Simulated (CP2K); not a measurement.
# PM6 run of CH4BBrSi (SMILES BrC1B[SiH2]1)

Aim: the energy difference between two shapes of CH4BBrSi at PM6, from 2 runs. 

The calculation is run with CP2K 2026.2.

5 further runs of the same task are left out: 1 that didn't finish, 4 set aside as unsound or not needed.

## 1. Starting point

CH4BBrSi has 8 atoms, charge 0, and is taken as a singlet. As SMILES, `BrC1B[SiH2]1`. Geometry: a rough force-field guess.

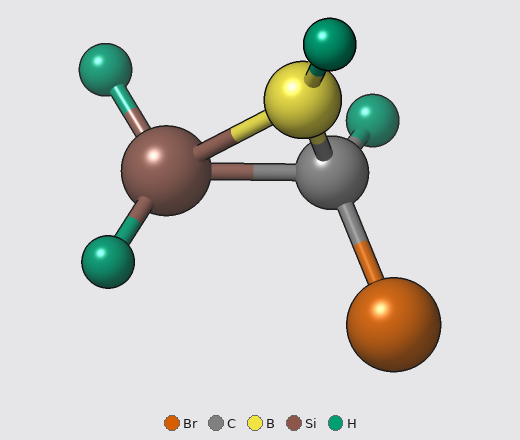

Viewed from a chosen angle; bromine orange, carbon grey, boron yellow, silicon brown, hydrogen teal.

## 2. Energy and gradient at PM6

The input, molecule.xyz:

```xyz
8

Br    -1.508300     1.349500    -1.194500
C     -0.865900    -0.092900    -0.181500
B     -0.067400     0.386200     1.059600
Si     0.906000    -0.458800    -0.572500
H     -1.524800    -0.964700    -0.008200
H      0.030400     0.887700     2.145800
H      1.697300     0.574300    -1.176900
H      1.424700    -1.738400    -0.127600
```

The input, gas.inp:

```
&GLOBAL
    PROJECT_NAME gas
    RUN_TYPE ENERGY_FORCE
    PRINT_LEVEL MEDIUM
&END GLOBAL
&FORCE_EVAL
    METHOD QS
    &DFT
        CHARGE 0
        MULTIPLICITY 1
        # Quickstep
        &QS
            METHOD PM6
            EPS_DEFAULT 1.0E-10
            &SE
                &COULOMB
                    CUTOFF [angstrom] 50
                    RC_RANGE [angstrom] 0
                &END COULOMB
                &EXCHANGE
                    CUTOFF [angstrom] 50
                    RC_RANGE [angstrom] 0
                &END EXCHANGE
            &END SE
        &END QS
        &POISSON
            PERIODIC NONE
            POISSON_SOLVER ANALYTIC
        &END POISSON
        &SCF
            SCF_GUESS ATOMIC
            EPS_SCF 1.0E-06
            MAX_SCF 40
            &OT ON
                MINIMIZER DIIS
                PRECONDITIONER FULL_SINGLE_INVERSE
            &END OT
            &OUTER_SCF
                EPS_SCF 1.0E-06
                MAX_SCF 10
            &END OUTER_SCF
        &END SCF
        # extra output
        &PRINT
            &MOMENTS
                PERIODIC F
                REFERENCE COM
                MAX_MOMENT 1
            &END MOMENTS
            &MO_CUBES
                NLUMO 5
                NHOMO -1
                WRITE_CUBE F
            &END MO_CUBES
            &HIRSHFELD OFF
            &END HIRSHFELD
        &END PRINT
    &END DFT
    &SUBSYS
        &CELL
            ABC [angstrom] 11.2 11.1 11.3
            PERIODIC NONE
        &END CELL
        &TOPOLOGY
            COORD_FILE_NAME molecule.xyz
            COORD_FILE_FORMAT XYZ
            &CENTER_COORDINATES
            &END CENTER_COORDINATES
        &END TOPOLOGY
    &END SUBSYS
    # extra output
    &PRINT
        &FORCES ON
        &END FORCES
    &END PRINT
&END FORCE_EVAL
```

The run is started by

```sh
$ OMP_NUM_THREADS=1 cp2k.psmp -i gas.inp > gas.out 2>&1
```

The log of the run:

```text
CP2K| version string:                                       CP2K version 2026.2
[...]
 GLOBAL| Method name                                                        CP2K
[...]
 GLOBAL| Run type                                                   ENERGY_FORCE
[...]
                             - Atoms:                                          8
[...]
                             - Spherical basis functions:                     30
[...]
 Number of electrons:                                                         22
[...]
     1 OT DIIS     0.80E-01    0.0     0.27065588       -15.8516157530 -1.59E+01
[...]
    37 OT DIIS     0.80E-01    0.0     0.00000083       -19.4428108163 -8.04E-11
  *** SCF run converged in    37 steps ***
  Core-core repulsion energy [eV]:                            996.42635505977933
  Core Hamiltonian energy [eV]:                              -805.32155937474988
  Two-electron integral energy [eV]:                        -1440.34116811608601
  Electronic energy [eV]:                                   -1525.49214343279300
  Total energy [eV]:                                         -529.06578837301367
  Atomic reference energy [eV]:                               533.30748662728456
  Heat of formation [kcal/mol]:                                97.81589323103054
[...]
 SE_DIPOLE| Moment [Debye]         -0.38678474       1.21184633       0.36945018
 SE_DIPOLE| Derivative [a.u.]       0.00000000       0.00000000       0.00000000
 *** WARNING in qs_scf_post_se.F:140 :: Printing of MO cube files not ***
 *** implemented for Semi-Empirical method.                           ***
 ENERGY| Total FORCE_EVAL ( QS ) energy [hartree]            -19.442810816360542
 FORCES| Atomic forces [hartree/bohr]
 FORCES|   Atom     x               y               z               |f|
 FORCES|      1 -1.49648938E-02  1.59544809E-02 -6.86461848E-03   2.29263275E-02
 FORCES|      2 -1.58365726E-02 -2.23394370E-02 -6.61357503E-03   2.81706736E-02
 FORCES|      3  3.13256654E-02  5.02502444E-03  1.53951119E-02   3.52641128E-02
 FORCES|      4  9.93373072E-03  1.11515803E-02  4.40683284E-02   4.65301441E-02
 FORCES|      5 -8.64757989E-03  5.66815109E-03 -9.18943459E-05   1.03400686E-02
 FORCES|      6 -1.53371992E-02 -4.03083947E-03 -1.42995034E-02   2.13530594E-02
 FORCES|      7  8.83679346E-03  1.72091194E-03 -1.92426666E-02   2.12445446E-02
 FORCES|      8  4.69005598E-03 -1.31498722E-02 -1.23511824E-02   1.86404793E-02
 FORCES| Sum     2.49800181E-16  2.22044605E-16 -4.94396191E-16
 FORCES| Total atomic force                                       5.96767568E-16
[...]
```

It took 1.4 s on 1 thread of AMD EPYC 9R45 (Zen 5), shared host; peak memory 0.19 GiB.

## 3. The distorted shape

The input, molecule.xyz:

```xyz
8

Br    -1.494850     1.384546    -1.163005
C     -0.869990    -0.080664    -0.184350
B     -0.106011     0.402871     1.041644
Si     0.893632    -0.460936    -0.586419
H     -1.566932    -0.978206    -0.004060
H      0.029195     0.881354     2.159571
H      1.702796     0.602557    -1.162037
H      1.405372    -1.734805    -0.173684
```

The input, calc.inp:

```
&global
    project_name calc
    run_type ENERGY_FORCE
    print_level MEDIUM
&end

&force_eval
    method QS
    &dft
        charge 0
        multiplicity 1
        &qs
            method PM6
            eps_default 1.0E-10
            &se
                &coulomb
                    cutoff [angstrom] 50
                    rc_range [angstrom] 0
                &end
                &exchange
                    cutoff [angstrom] 50
                    rc_range [angstrom] 0
                &end
            &end
        &end
        &poisson
            periodic NONE
            poisson_solver ANALYTIC
        &end
        &scf
            scf_guess ATOMIC
            eps_scf 1.0E-06
            max_scf 40
            &ot ON
                minimizer DIIS
                preconditioner FULL_SINGLE_INVERSE
            &end
            &outer_scf
                eps_scf 1.0E-06
                max_scf 10
            &end
        &end
        &print
            &moments
                periodic F
                reference COM
                max_moment 1
            &end
            &mo_cubes
                nlumo 5
                nhomo -1
                write_cube F
            &end
            &hirshfeld OFF
            &end
        &end
    &end
    # structure
    &subsys
        &cell
            abc [angstrom] 11.3 11.1 11.3
            periodic NONE
        &end
        &topology
            coord_file_name molecule.xyz
            coord_file_format XYZ
            &center_coordinates
            &end
        &end
    &end
    &print
        &forces ON
        &end
    &end
&end
```

The run is started by

```sh
$ OMP_NUM_THREADS=1 cp2k.psmp -i calc.inp > calc.out 2>&1
```

The log of the run:

```text
CP2K| version string:                                       CP2K version 2026.2
[...]
 GLOBAL| Method name                                                        CP2K
[...]
 GLOBAL| Run type                                                   ENERGY_FORCE
[...]
                             - Atoms:                                          8
[...]
                             - Spherical basis functions:                     30
[...]
 Number of electrons:                                                         22
[...]
     1 OT DIIS     0.80E-01    0.0     0.27060835       -15.8886805178 -1.59E+01
[...]
    28 OT DIIS     0.80E-01    0.0     0.00000095       -19.4376077363 -1.55E-10
  *** SCF run converged in    28 steps ***
  Core-core repulsion energy [eV]:                            996.87039307669158
  Core Hamiltonian energy [eV]:                              -804.71056028252110
  Two-electron integral energy [eV]:                        -1442.16807631963502
  Electronic energy [eV]:                                   -1525.79459844233861
  Total energy [eV]:                                         -528.92420536564703
  Atomic reference energy [eV]:                               533.30748662728456
  Heat of formation [kcal/mol]:                               101.08087520327592
[...]
 SE_DIPOLE| Moment [Debye]         -0.11717171       1.08465860       0.23797452
 SE_DIPOLE| Derivative [a.u.]       0.00000000       0.00000000       0.00000000
 *** WARNING in qs_scf_post_se.F:140 :: Printing of MO cube files not ***
 *** implemented for Semi-Empirical method.                           ***
 ENERGY| Total FORCE_EVAL ( QS ) energy [hartree]            -19.437607736377174
 FORCES| Atomic forces [hartree/bohr]
 FORCES|   Atom     x               y               z               |f|
 FORCES|      1 -1.68609856E-02  1.86909212E-02 -9.54149940E-03   2.69199476E-02
 FORCES|      2 -3.45261712E-02 -4.01472151E-02 -1.10760105E-02   5.40974434E-02
 FORCES|      3  3.84533990E-02  9.09282120E-03  3.77735018E-02   5.46642546E-02
 FORCES|      4  1.36247485E-02  1.90508367E-02  3.84385074E-02   4.50120762E-02
 FORCES|      5  3.76506409E-03  2.00918629E-02 -3.38747972E-03   2.07203688E-02
 FORCES|      6 -1.61719608E-02 -7.11358350E-03 -2.50885730E-02   3.06850433E-02
 FORCES|      7  5.45717005E-03 -1.92922515E-03 -1.69370185E-02   1.78987489E-02
 FORCES|      8  6.25873590E-03 -1.77364183E-02 -1.01814281E-02   2.13872342E-02
 FORCES| Sum    -3.33066907E-16 -2.77555756E-17  6.93889390E-17
 FORCES| Total atomic force                                       3.41348446E-16
[...]
```

Wall time 1.3 s (1 thread of AMD EPYC 9R45 (Zen 5), shared host); peak memory 0.19 GiB.

## 4. Outcome

At PM6:

| quantity | value |
| --- | --- |
| first shape: total energy | -19.44281 Eh |
| first shape: dipole moment | 1.32 D |
| first shape: heat of formation at this unrelaxed shape | 97.8 kcal/mol |
| first shape: largest force on an atom | 2.393 eV/Å |
| distorted shape: total energy | -19.43761 Eh |
| distorted shape: dipole moment | 1.12 D |
| distorted shape: heat of formation at this unrelaxed shape | 101.1 kcal/mol |
| distorted shape: largest force on an atom | 2.811 eV/Å |
| energy change with the atoms displaced | 0.142 eV |

What this shows: With the atoms displaced the energy rises by 0.14 eV (13.7 kJ/mol). The first shape isn't relaxed at this level, so the change isn't measured from a minimum. The largest force (first shape) is 2.39 eV/Å: the shape isn't a stationary point for this species at this level.
